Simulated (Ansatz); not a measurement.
System: ClHMg···NH₃···NH₃.

The calculation's input:

```
crystal:
  periodic: [false, false, false]
  atoms:
    - { symbol: Mg, position_ang: [-0.6704, -1.886, -0.3501] }
    - { symbol: H, position_ang: [0.0328, -0.3978, -1.9092] }
    - { symbol: Cl, position_ang: [-2.0001, -3.5757, -0.3135] }
    - { symbol: H, position_ang: [0.3094, 0.6875, 0.5213] }
    - { symbol: "N", position_ang: [-0.0059, -0.2706, 1.4039] }
    - { symbol: H, position_ang: [0.2792, 0.4356, -1.4454] }
    - { symbol: "N", position_ang: [0.5481, 1.4232, -0.576] }
    - { symbol: H, position_ang: [-0.7178, 0.0872, 2.0296] }
    - { symbol: H, position_ang: [0.8169, -0.4595, 1.9637] }
    - { symbol: H, position_ang: [-0.0913, 2.1985, -0.6812] }
    - { symbol: H, position_ang: [1.4992, 1.7574, -0.6433] }
magnetization:
  spin_polarized: true
basis:
  gaussian: { orbitals: "6-31G*" }
hamiltonian:
  xc: b3lyp
relax:
  f_tol: 0.15
  max_steps: 25
  restrain:
    - { distance: [0, 4], at: 3.42, k: 30.0 }
    - { distance: [3, 6], at: 2.32, k: 30.0 }
    - { distance: [5, 1], at: 1.92, k: 30.0 }
    - { distance: [0, 1], at: 1.72, k: 30.0 }
    - { distance: [3, 4], at: 1.02, k: 30.0 }
    - { distance: [5, 6], at: 1.02, k: 30.0 }
output:
  orbitals: {}
```

Run with:

```sh
ansatz run input.yaml --threads 2 --pin off --max-ram 3072MiB --backend cpu --events-out ev --progress --plain --runs-dir out
```

The fields are those of the run's last geometry, not of the input's.

Not at a stationary point (largest force 0.6 eV/Å).

These are results of UKS B3LYP/6-31G* (Ansatz), not measurements.

> Predict the electron density and electron localisation function between the atoms.

H2···H6 (1.93 Å): the density falls to about 0.1 e/Å³ on the way; the ELF dips to about 0.05 between them.
Mg–Cl (2.22 Å): ρ is about 0.49 e/Å³ halfway; the ELF peaks at about 0.85 in the valence shell of Cl, 0.9 Å from its nucleus, and falls to about 0.05 next to Mg; a closed-shell, largely ionic contact.
N–H (1.02 Å): the density is about 2.8 e/Å³ at the midpoint; the ELF climbs to about 1 towards the hydrogen, as it does in any bond to H: a covalent bond by its length.
Mg–H (1.72 Å): ρ is about 0.34 e/Å³ halfway; the ELF climbs to about 1 towards the hydrogen.

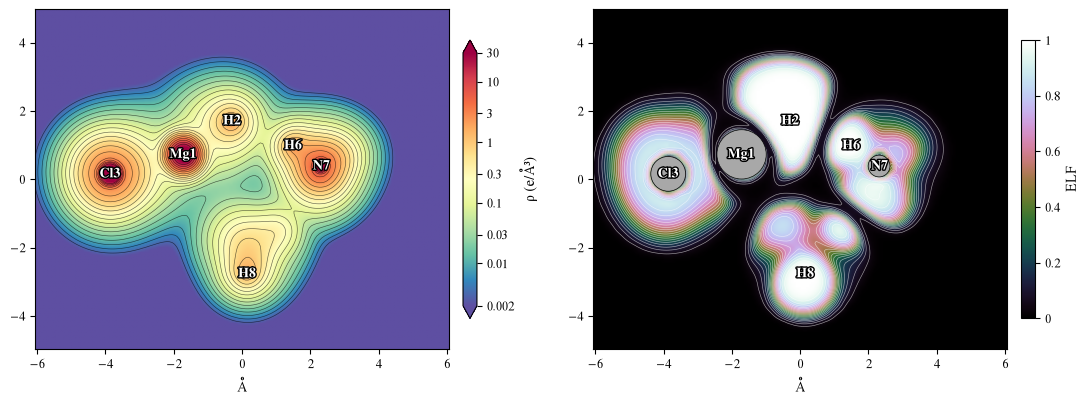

Computed electron density and electron localisation function on the plane of atoms H2, Mg1 and Cl3, in this order. Grey discs cover the atomic cores in the ELF map. 
